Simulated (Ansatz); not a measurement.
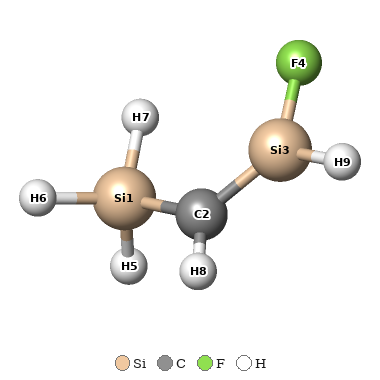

The system is CH5FSi2, SMILES F[SiH]=C[SiH3]; the picture shows the reference structure. Coordinates scanned: (1) umbrella angle at Si3 (between each of its bonds and their common axis; 90 is planar); (2) change of the bonds Si3–C2, Si3–F4, Si3–H9, all alike. Nothing is relaxed (all other coordinates rigid). Grid: 15 × 15 points. Points are written as (first, second). Energies: kJ/mol, counted from the lowest grid point. These are results of RKS B3LYP-D4/def2-TZVP (Ansatz 0.2.0), not measurements.

Its coordinates:

```yaml
atoms:
  - { symbol: Si, position_ang: [-0.5375, 1.0307, -0.8672] }
  - { symbol: C, position_ang: [-0.5510, -0.2826, 0.4231] }
  - { symbol: Si, position_ang: [0.7542, -1.1990, 0.9746] }
  - { symbol: F, position_ang: [2.2411, -1.0429, 0.4265] }
  - { symbol: H, position_ang: [-1.4368, 0.6903, -1.9991] }
  - { symbol: H, position_ang: [-0.9959, 2.3335, -0.3207] }
  - { symbol: H, position_ang: [0.8375, 1.1998, -1.3937] }
  - { symbol: H, position_ang: [-1.4937, -0.5236, 0.9091] }
  - { symbol: H, position_ang: [0.7612, -2.2481, 2.0014] }
```

Range: umbrella angle at Si3 (between each of its bonds and their common axis; 90 is planar) from 66.0 to 114.0°; change of the bonds Si3–C2, Si3–F4, Si3–H9, all alike from −0.174 to 0.269 Å.

Question: What landscape does the calculation give?

Answer: The lowest grid point is at (90.0°, 0.016 Å). No other kind of well shows on this grid. The highest grid point, (66.0°, −0.174 Å), lies 348 kJ/mol above the lowest. Round the minimum the two coordinates are nearly uncoupled.

```
second ↓, first →  66.0  69.4  72.9  76.3  79.7  83.1  86.6  90.0  93.4  96.9  100.3  103.7  107.1  110.6  114.0
            0.269   233   223   216   210   207   205   204   203   204   205    207    210    216    223    233
            0.237   204   192   183   176   171   168   166   166   166   168    171    176    183    192    204
            0.206   177   164   153   144   139   135   132   131   132   134    138    144    153    164    177
            0.174   153   137   124   115   107   102    99    98    99   102    107    114    124    137    153
            0.142   132   114    99    88    79    73    70    69    70    73     79     88     99    114    132
            0.111   116    96    79    66    56    49    45    44    45    49     56     66     79     96    116
            0.079   104    82    63    48    37    29    24    23    24    29     37     48     63     82    104
            0.047    99    74    53    37    24    15    10     8    10    15     24     36     53     74     99
            0.016   101    73    50    32    18     8     2     0     2     8     18     32     50     73    101
           −0.016   111    81    55    35    20     9     2     0     2     9     20     35     55     81    111
           −0.047   131    98    70    48    31    19    12     9    12    19     31     48     70     98    131
           −0.079   163   127    96    73    54    41    33    30    33    41     54     72     96    127    162
           −0.111   208   169   136   111    91    76    68    65    68    76     91    111    136    169    208
           −0.142   268   226   190   163   141   126   116   113   116   126    141    162    190    226    268
           −0.174   348   303   264   234   211   195   185   181   185   195    211    234    264    303    348
```

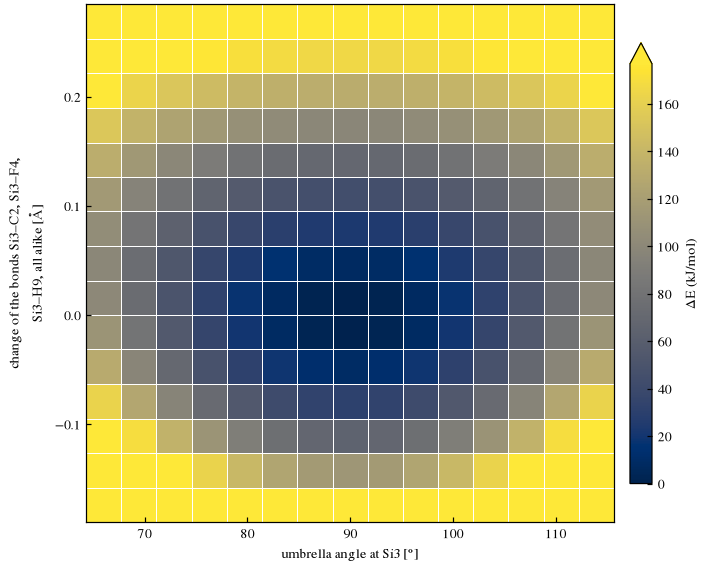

The picture shows one coloured cell a grid point, one colour for all values above the top of the scale.

Each point was launched as `ansatz run input.yaml --threads 1 --pin off --max-ram 2560MiB --backend cpu --events-out ev --progress --plain --runs-dir out`. Time for the 225 points that were run: 27 min on 1 thread of Arm Neoverse V2, with other jobs on the host.
